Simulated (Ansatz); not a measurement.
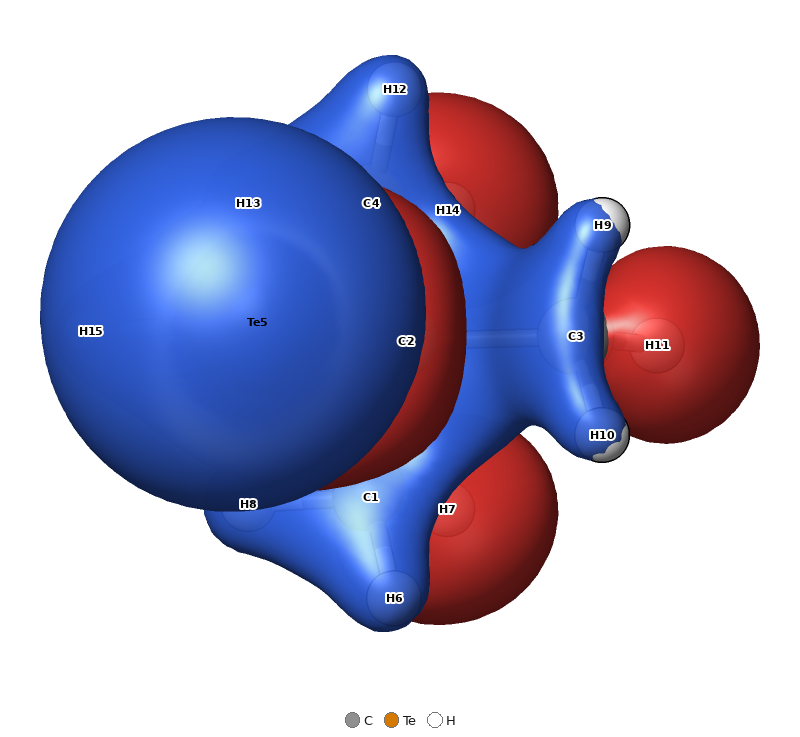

The picture shows: C₄H₁₀Te. The HOMO−1 at ±0.06 Å⁻³ᐟ² (red and blue are the two phases), seen across its widest extent.

Geometry: PBE-D3(BJ)/def2-SVP; core potentials replace the inner electrons of Te.

These are results of isolated molecule in a Gaussian basis; Kohn-Sham density functional theory, functional PBE0 in Ansatz, not measurements.

Input

```
crystal:
  periodic: [false, false, false]
  atoms:
    - {symbol: C, position_ang: [-0.447580, -0.079798, -0.816958]}
    - {symbol: C, position_ang: [1.062423, -0.320991, -0.842066]}
    - {symbol: C, position_ang: [1.819787, 0.853931, -0.215495]}
    - {symbol: C, position_ang: [1.427925, -1.639617, -0.159016]}
    - {symbol: Te, position_ang: [1.755315, -0.388672, -2.977983]}
    - {symbol: H, position_ang: [-0.722993, 0.863876, -1.326811]}
    - {symbol: H, position_ang: [-0.792317, -0.013780, 0.240382]}
    - {symbol: H, position_ang: [-1.005985, -0.906843, -1.298844]}
    - {symbol: H, position_ang: [2.918089, 0.703761, -0.246057]}
    - {symbol: H, position_ang: [1.581613, 1.815122, -0.714618]}
    - {symbol: H, position_ang: [1.526130, 0.951257, 0.853069]}
    - {symbol: H, position_ang: [2.518126, -1.831576, -0.189632]}
    - {symbol: H, position_ang: [0.913367, -2.503014, -0.625707]}
    - {symbol: H, position_ang: [1.114665, -1.599993, 0.909382]}
    - {symbol: H, position_ang: [0.776618, -1.711843, -3.331622]}
basis:
  gaussian: {orbitals: def2-SVPD}
hamiltonian: {xc: pbe0}
output: {forces: true, orbitals: {seedname: orbitals}}
```

Command:

```sh
ansatz run input.yaml --threads 2 --pin off --max-ram 4350MiB --events-out events.jsonl --progress --plain --runs-dir runs
```

Describe this orbital and give its energy.

Answer. Its weight (Hirshfeld) is mainly on Te5 (about 50 %) and C2 (about 20 %). Its energy is −7.76 eV.
